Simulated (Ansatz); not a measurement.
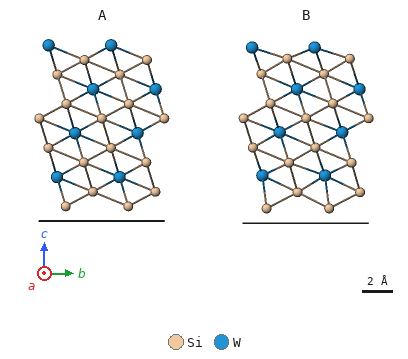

Two geometries of a slab of composition Si$_{2}$W (cut from the I4/mmm phase), drawn at one scale. One is the start of a relaxation, the other its converged end. The picture is a ball-and-stick view of the 2 × 2 repeat of the cell, outlined in the plane, without the vacuum, seen along the a axis.

All numbers below come from DFT PBE, scalar-relativistic, plane waves, PAW (Ansatz). Settings: plane-wave cutoff 420 eV; k-point mesh 11 × 8 × 1; occupations gaussian; smearing width 0.1 eV; no spin polarisation; dipole correction; atoms relaxed in a fixed cell; force threshold 0.02 eV/Å; at most 60 steps.

### Which one is relaxed?

Structure B is the relaxed one. The slab is the (1 0 1) face of Si2W. After 7 accepted moves (8 points after the start) the energy has fallen by 0.404 eV per cell of the calculation. The largest force component goes from 2.1 to 0.0091 eV/Å. 1 step only repeated the SCF at the same geometry. The atom that moves furthest relative to the layer's centre is a Si atom (0.26 Å at 56° to the normal (−c side)). Largest moves by element: Si 0.26 Å, W 0.16 Å. The cell stays as it was. Near-neighbour distances that change, for instance: Si–Si 2.643 → 2.875 Å, Si–Si 2.603 → 2.408 Å, W–W 3.229 → 3.074 Å, Si–W 2.628 → 2.777 Å. Bond angles that change, for instance: Si–W–Si 104.2° → 112.0°, Si–W–Si 119.7° → 126.8°, Si–Si–W 60.3° → 65.4°.
